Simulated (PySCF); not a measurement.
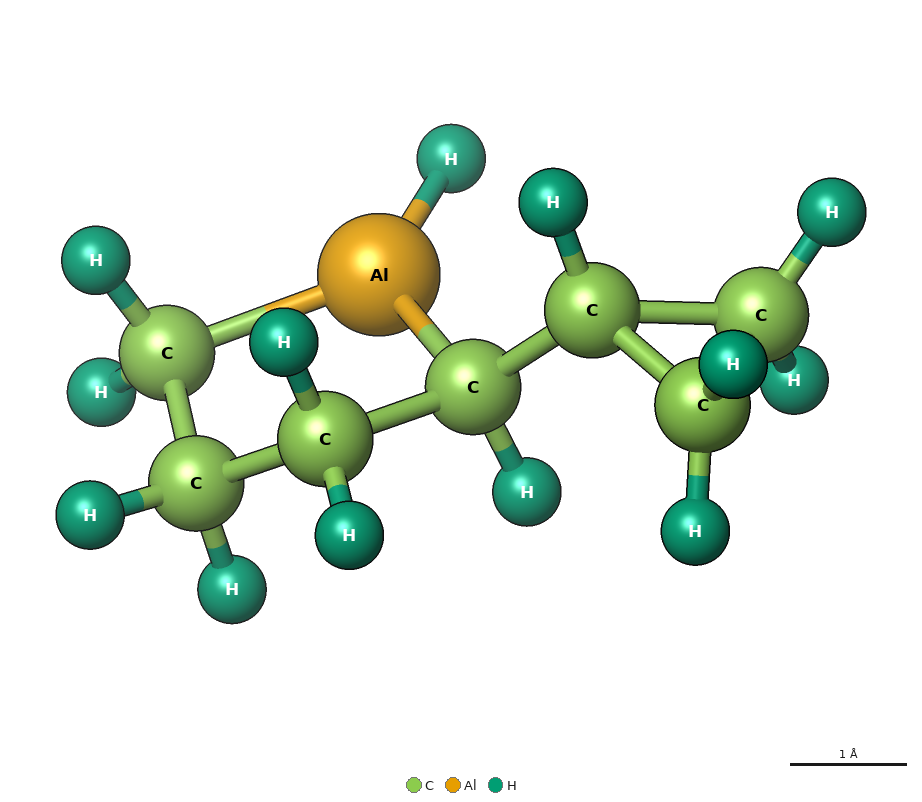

Rendered structure (ball-and-stick style). Every bond is drawn as one stick, whatever its order.

What does the picture show?

The molecule is C7H13Al. SMILES: `C1[CH2][AlH][C@@H](C2CC2)C1`. The point group is C1. Coordination, clear cases only: 4 C tetrahedral; 1 Al trigonal planar.

The parts below concern this one geometry. Atoms keep their numbers from picture to picture. The computed structure is the end point of a PBE0-D3(BJ)/def2-SVP optimisation. No frequency run is at hand to confirm it as a minimum.

**Electronic properties**

No frequency run is at hand to confirm it as a minimum. Properties computed with B3LYP/def2-SVPD, gas phase (PySCF 2.14.0). Excitations: vertical, linear response.

Predict the main results.

- dipole moment: 0.25 D
- HOMO energy (Kohn–Sham orbital): −6.27 eV
- LUMO energy (Kohn–Sham orbital): −1.26 eV
- HOMO–LUMO gap: 5.01 eV
- mean static polarisability: 107.8 bohr³
- lowest vertical singlet excitation: 3.96 eV
- its oscillator strength: 0.001
- brightest of the 10 lowest singlets: 6.08 eV
- its oscillator strength: 0.04

**Ring current**

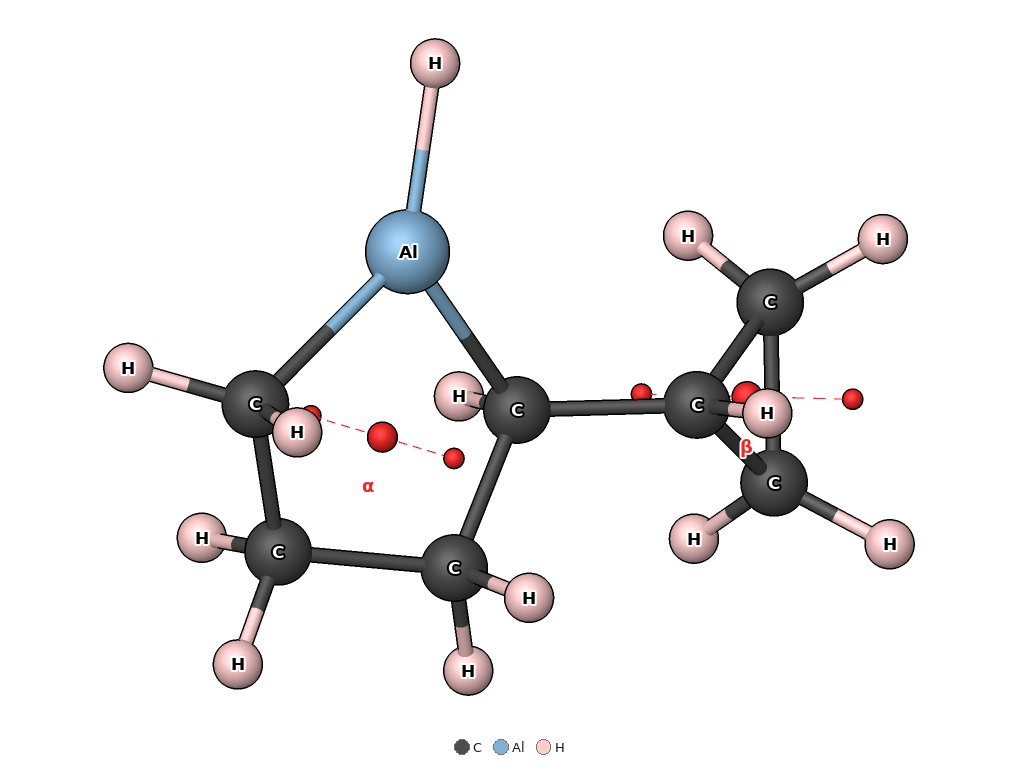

The small points mark where nucleus-independent chemical shifts (NICS) were computed: at the centre of each lettered ring and 1 Å above and below it. No frequency run is at hand to confirm it as a minimum. Level of theory: GIAO PBE0/pcSseg-1 NMR shielding, non-relativistic, gas phase (PySCF 2.14.0).

Give NICS(0), NICS(1) and the out-of-plane component NICS(1)zz for each ring (means of the two sides).

```tsv
ring	members	NICS(0)	NICS(1)	NICS(1)zz
α	C4Al	−2.8	−2.9	−0.7
β	C3	−43.1	−8.5	−21.7
```

Values in ppm.

> What do the values say about the ring currents?

Ring α: weak, as in a non-aromatic ring. NICS is one index among several.

**NMR shielding**

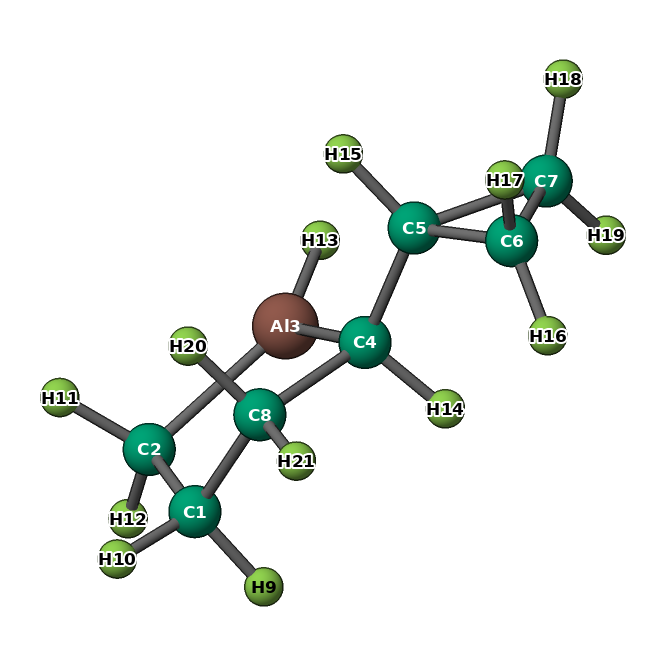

The questions are on isotropic NMR shieldings of the C atoms. No frequency run is at hand to confirm it as a minimum. Method: GIAO PBE0/pcSseg-1 NMR shielding, non-relativistic, gas phase (PySCF 2.14.0).

> Which C atom is the most shielded (lowest chemical shift)?

C7 (177.2 ppm).

> Which C atom is the least shielded (highest chemical shift)?

C4 (146.3 ppm).

> How wide is the range of C shifts?

30.9 ppm.

List the isotropic NMR shieldings of the C atoms.

```tsv
atom	σ (ppm)
C1	155.5
C2	170.8
C4	146.3
C5	170.7
C6	174.5
C7	177.2
C8	147.0
```
